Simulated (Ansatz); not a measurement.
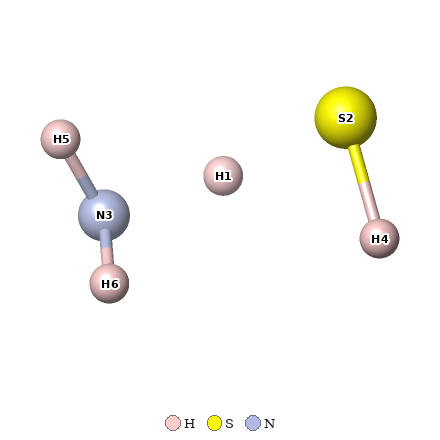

The system is the reacting system H₄NS (fragments H₂S + H₂N where the first distance is long, H₃N + HS where the second is long), spin multiplicity 2; the picture shows the reference structure. 
- The first coordinate is: distance H1–N3 (bond that forms); the second: distance H1–S2 (bond that breaks).
- Relaxed at each point: all other coordinates.
- The scan uses a 13 × 13 grid.
- Points are written as (first, second).
- Energies are in kcal/mol, from a guessed transition structure relaxed with its forming and breaking bonds held.
- The calculation used UKS B3LYP-D4/def2-SVP (Ansatz 0.2.0).

Its coordinates:

```yaml
atoms:
  - { symbol: H, position_ang: [0.2319, -0.1904, -0.6805] }
  - { symbol: S, position_ang: [1.7097, -0.1501, 0.3358] }
  - { symbol: N, position_ang: [-1.0055, 0.2903, -0.5833] }
  - { symbol: H, position_ang: [1.2522, -1.2071, 1.0504] }
  - { symbol: H, position_ang: [-0.8535, 1.2989, -0.4546] }
  - { symbol: H, position_ang: [-1.3349, -0.0417, 0.3321] }
```

Range: distance H1–N3 (bond that forms) from 0.918 to 2.418 Å; distance H1–S2 (bond that breaks) from 1.224 to 2.424 Å.

### What will the energy surface look like?

The lowest grid point is at (0.985 Å, 2.424 Å), −18 kcal/mol from a guessed transition structure relaxed with its forming and breaking bonds held. It lies in a valley that leaves the map towards separated partners. Other grid points that lie below all their neighbours: (1.965 Å, 1.352 Å) (20 kcal/mol higher). The highest grid point, (0.918 Å, 1.224 Å), lies 98 kcal/mol above the lowest.

| second ↓, first → | 0.918 | 0.985 | 1.078 | 1.183 | 1.298 | 1.420 | 1.549 | 1.683 | 1.822 | 1.965 | 2.112 | 2.263 | 2.418 |
| --- | --- | --- | --- | --- | --- | --- | --- | --- | --- | --- | --- | --- | --- |
| 2.424 | −12 | −18 | −17 | −10 | 2 | 16 | 31 | 44 | 55 | 63 | 69 | 73 | 76 |
| 2.300 | −11 | −17 | −17 | −10 | 2 | 15 | 29 | 41 | 51 | 59 | 64 | 68 | 70 |
| 2.179 | −10 | −17 | −17 | −10 | 1 | 14 | 27 | 38 | 47 | 53 | 58 | 61 | 63 |
| 2.062 | −9 | −15 | −16 | −10 | 0 | 12 | 23 | 33 | 41 | 46 | 50 | 53 | 54 |
| 1.947 | −6 | −13 | −15 | −10 | −1 | 10 | 19 | 28 | 34 | 38 | 41 | 43 | 45 |
| 1.836 | −3 | −11 | −13 | −9 | −2 | 7 | 15 | 21 | 26 | 30 | 32 | 34 | 35 |
| 1.729 | 2 | −7 | −11 | −8 | −3 | 4 | 10 | 15 | 19 | 21 | 23 | 24 | 25 |
| 1.626 | 9 | −1 | −7 | −6 | −3 | 2 | 6 | 9 | 12 | 13 | 15 | 16 | 16 |
| 1.528 | 19 | 7 | −1 | −3 | −2 | 0 | 3 | 4 | 6 | 7 | 8 | 8 | 9 |
| 1.436 | 30 | 18 | 8 | 3 | 1 | 1 | 1 | 2 | 2 | 3 | 3 | 4 | 4 |
| 1.352 | 45 | 31 | 19 | 11 | 7 | 5 | 3 | 2 | 2 | 2 | 2 | 2 | 2 |
| 1.278 | 63 | 47 | 33 | 23 | 16 | 11 | 8 | 6 | 5 | 4 | 4 | 4 | 4 |
| 1.224 | 80 | 62 | 46 | 34 | 25 | 19 | 15 | 12 | 10 | 9 | 9 | 8 | 9 |

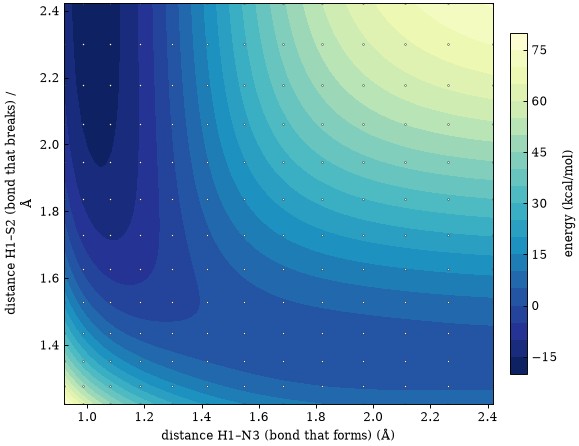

In the figure: filled contours, dots at the grid points. Between grid points the surface is interpolated.

Time for the 169 points that were run: 20 min on 1 thread of Intel(R) Xeon(R) 6975P-C (Granite Rapids) (shared host).
